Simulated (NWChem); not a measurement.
# doublet BH2F+: levels of theory compared

We compute a comparison of 3 runs (UHF/cc-pVTZ, UB3LYP/6-31G*, UMP2/cc-pVTZ) of doublet BH2F+. 

The results are computed with NWChem 7.3.0.

3 further runs of the same task are left out: 3 set aside as unsound or not needed. Runs told in other sessions of the task aren't counted.

## (1) The system as given

BH2F+ has 4 atoms, charge +1, and is taken as a doublet. SMILES of the parent species: `BF`. Geometry: relaxed at PBE0-D4/def2-TZVP. That shape belongs to the parent species and isn't relaxed for this state.

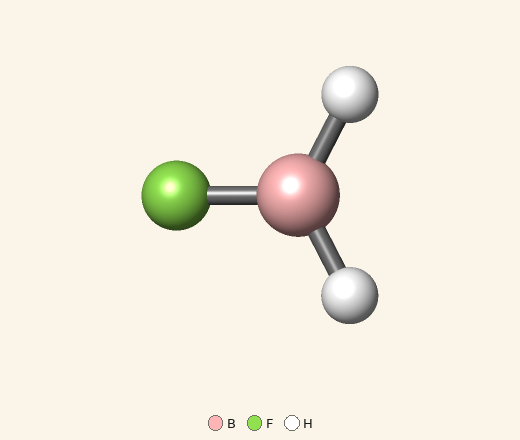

Viewed from a chosen angle; boron pink, fluorine green, hydrogen white.

## (2) The energy at UHF/cc-pVTZ (run 1)

The input, sp.nw:

```
START sp
TITLE "BFH2"
memory 2200 mb
charge 1
GEOMETRY units atomic noautosym nocenter noautoz
 B   -0.05158952  -0.00755890  -0.05820356
 F    2.00537736  -0.56068174   1.22813301
 H   -1.91334770  -1.22662123   0.35186700
 H    0.06462863   1.68110036  -1.56015789
END
BASIS spherical bse
 * library cc-pVTZ
END
SCF
 nopen 1
 uhf
 thresh 1e-08
 maxiter 80
 print medium
END
TASK scf
```

The run is started by

```
$ nwchem sp.nw > sp.out
```

Standard output:

```text
[...]
  functions       =    88
[...]
  wavefunction    = UHF
[...]
         Total SCF energy =   -124.921203268225
      One electron energy =   -221.846257512142
      Two electron energy =     69.749295720642
 Nuclear repulsion energy =     27.175758523276
                       Sz =      0.5000
                 Sz(Sz+1) =      0.7500
                      S^2 =      0.7815
[...]
```

Run time: 35 s. Hardware: 1 thread of Intel Xeon Platinum 8259CL at 2.50GHz (Skylake/Cascade Lake), shared host; peak memory 0.1 GiB.

## (3) A single-point energy at UB3LYP/6-31G(d) (spherical functions) (run 2)

The input, run.py:

```python
from ase import Atoms
from ase.calculators.nwchem import NWChem

system = Atoms(['B', 'F', 'H', 'H'], positions=[
    [-0.027300, -0.004000, -0.030800],
    [1.061200, -0.296700, 0.649900],
    [-1.012500, -0.649100, 0.186200],
    [0.034200, 0.889600, -0.825600],
])

calc = NWChem(
    label='bfh2',
    theory='dft',
    memory='2200 mb',
    basis='6-31G*',
    basispar='spherical bse',
    charge=1,
    dft={'xc': 'b3lyp', 'mult': '2', 'grid': 'xfine', 'convergence': 'energy 1e-08', 'iterations': '100', 'mulliken': None},
    task='energy',
)
system.calc = calc

print("Total energy (eV):", round(system.get_potential_energy(), 6))
```

The run is started by

```
$ export ASE_NWCHEM_COMMAND="nwchem PREFIX.nwi > PREFIX.nwo"
$ python run.py
```

Standard output:

```text
Total energy (eV): -3414.276287
```

The calculator wrote bfh2.nwi:

```
title "bfh2"

permanent_dir bfh2

scratch_dir bfh2

start bfh2

geometry units angstrom nocenter noautosym noautoz
  B  -2.7300000000000001e-02 -4.0000000000000001e-03 -3.0800000000000001e-02
  F  1.0611999999999999e+00 -2.9670000000000002e-01 6.4990000000000003e-01
  H  -1.0125000000000000e+00 -6.4910000000000001e-01 1.8620000000000000e-01
  H  3.4200000000000001e-02 8.8959999999999995e-01 -8.2560000000000000e-01
end

charge 1

memory 2200 mb

basis spherical bse noprint
   * library 6-31G*
end

dft
  xc b3lyp
  mult 2
  grid xfine
  convergence energy 1e-08
  iterations 100
  mulliken
end

task dft energy
```

bfh2.nwo:

```text
Northwest Computational Chemistry Package (NWChem) 7.3.0
             --------------------------------------------------------

           Job information
           ---------------

    nwchem branch   = 7.3.0
    use scalapack   = T
    input           = bfh2.nwi
    prefix          = bfh2.
    data base       = bfh2/bfh2.db
    status          = startup
    nproc           =        1

           Memory information
           ------------------

[... 5 lines left out ...]
    hardfail = no
[... 37 lines left out ...]
            Nuclear Dipole moment (a.u.)
[... 72 lines left out ...]
          Convergence on density requested:  1.00D-05
[... 27 lines left out ...]
          Convergence aids based upon iterative change in
[... 31 lines left out ...]
 2-e energy   =      64.742803
[... 52 lines left out ...]
           Coulomb energy =       83.801240356370
[... 238 lines left out ...]
                     DFT Final Beta Molecular Orbital Analysis
[... 308 lines left out ...]
     Multipole analysis of the density
     ---------------------------------

     L   x y z        total         alpha         beta         nuclear
     -   - - -        -----         -----         ----         -------
     0   0 0 0      1.000000     -8.000000     -7.000000     16.000000

     1   1 0 0     -0.209953     -8.097254     -8.054428     15.941728
[... 8 lines of this table left out ...]
     2   0 0 2     -6.201518    -12.010418    -10.340735     16.149635

 Task  times  cpu:       10.1s     wall:       10.1s
 Total times  cpu:       10.1s     wall:       10.1s
```

Wall time 12 s (1 thread of Intel Xeon Platinum 8259CL at 2.50GHz (Skylake/Cascade Lake), shared host); peak memory 0.12 GiB.

## (4) A single-point energy at UMP2/cc-pVTZ (run 3)

The input, run.nw:

```
echo
start run
title "BFH2 energy"
memory stack 880 mb heap 220 mb global 1100 mb
charge 1
geometry units angstroms noautosym nocenter noautoz
 B    -0.027300   -0.004000   -0.030800
 F     1.061200   -0.296700    0.649900
 H    -1.012500   -0.649100    0.186200
 H     0.034200    0.889600   -0.825600
end
basis spherical bse
 * library cc-pVTZ
end
scf
 nopen 1
 uhf
 thresh 1e-08
 maxiter 80
 noprint "final vectors analysis"
end
mp2
 freeze core 2
 tight
end
task mp2 energy
```

The run is started by

```
$ nwchem run.nw > run.out
```

Standard output:

```text
[...]
  functions       =    88
[...]
  wavefunction    = UHF
[...]
         Total SCF energy =   -124.921203271596
      One electron energy =   -221.846260876935
      Two electron energy =     69.749297168752
 Nuclear repulsion energy =     27.175760436587
                       Sz =      0.5000
                 Sz(Sz+1) =      0.7500
                      S^2 =      0.7815
[...]
          Total MP2 energy          -125.264295398709
[...]
```

It took 41 s on 1 thread of Intel Xeon Platinum 8259CL at 2.50GHz (Skylake/Cascade Lake), shared host; peak memory 0.17 GiB.

## (5) All runs side by side

```csv
run,level,iteration cap,module,energy (Eh),HOMO energy (eV),LUMO energy (eV),⟨S²⟩,wall time
1,UHF/cc-pVTZ,80,scf,-124.921203,-24.70,-11.41,0.781,35 s
2,UB3LYP/6-31G* (spherical functions),100,dft,-125.472340,-19.52,-15.78,0.756,12 s
3,UMP2/cc-pVTZ,80,mp2,-125.264295,–,–,0.781,41 s
```

## (6) Summary of results

```
                                          quantity          value
                               run 3: total energy  -125.26430 Eh
run 3: correlation energy (2 core orbitals frozen)     -343.1 mEh
          run 3: ⟨S²⟩ of the reference determinant          0.781
```

All runs together took 87 s, the longest 41 s.
